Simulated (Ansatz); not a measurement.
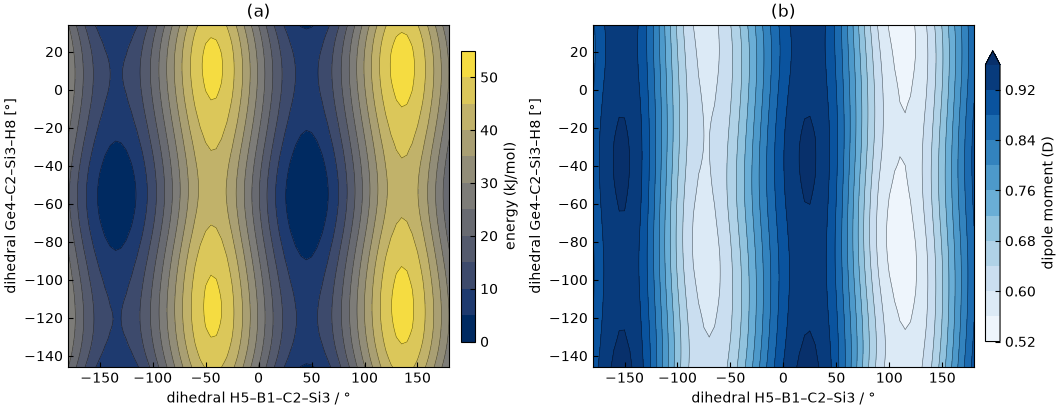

CH₉BGeSi, SMILES B[CH]([SiH3])[GeH3]. Coordinates scanned: (1) dihedral H5–B1–C2–Si3; (2) dihedral Ge4–C2–Si3–H8. Nothing is relaxed (all other coordinates rigid). Grid: 8 × 7 points. Points are written as (first, second). Energies: kJ/mol, counted from the relaxed molecule at the same level. Method: Ansatz 0.2.0, RKS PBE0-D4/def2-SVP.

Panel (a) is the energy; panel (b) is the computed dipole moment, in D.

The picture shows filled contours. Between grid points the surface is interpolated.

Question: How does the dipole moment vary over the map, and what is it at the lowest grid point?

Answer: Leaving out the highest fifth of the energies, it runs from 0.59 D at (90°, −86°) to 0.93 D at (−135°, −146°). At the lowest grid point, (45°, −56°), it is 0.91 D.

```
dihedral Ge4–C2–Si3–H8 ↓, dihedral H5–B1–C2–Si3 →  −180  −135   −90   −45     0    45    90   135
                                               34  0.87  0.91  0.62  0.66  0.90  0.90  0.59  0.60
                                                4  0.87  0.92  0.63  0.65  0.90  0.90  0.62  0.60
                                              −26  0.89  0.93  0.64  0.67  0.92  0.91  0.62  0.61
                                              −56  0.89  0.92  0.62  0.68  0.91  0.91  0.59  0.61
                                              −86  0.87  0.91  0.62  0.66  0.90  0.90  0.59  0.60
                                             −116  0.88  0.92  0.64  0.65  0.90  0.91  0.62  0.60
                                             −146  0.90  0.93  0.64  0.67  0.92  0.92  0.62  0.62
```
